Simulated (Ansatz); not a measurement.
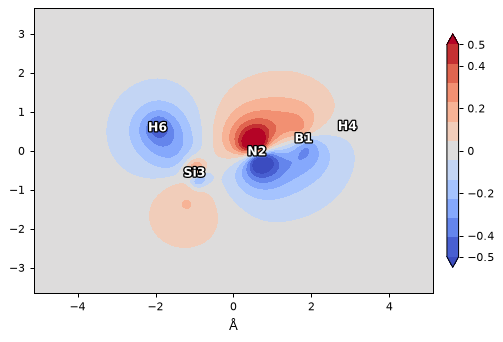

Figure. BH₃NSi (doublet). The HOMO (β) on the plane of atoms N2, Si3 and H6 (values in Å⁻³ᐟ²; the overall sign is arbitrary).

Geometry: PBE0-D4/def2-TZVP.

Computed with UKS PBE0-D4/def2-TZVPP (Ansatz).

```xyz
6

B    -0.8922   -1.3582   -0.4360
N    -0.3014   -0.3060   -0.1077
Si    0.3384    1.2006    0.3402
H    -1.4409   -2.3466   -0.7435
H     1.2666    1.7060   -0.7082
H     1.0295    1.1043    1.6552
```

Describe this orbital and give its energy.

It lies mainly on N2 (about 40 %), B1 (about 20 %), Si3 (about 15 %), H5 (about 10 %) and H6 (about 10 %). Its energy is −8.46 eV.
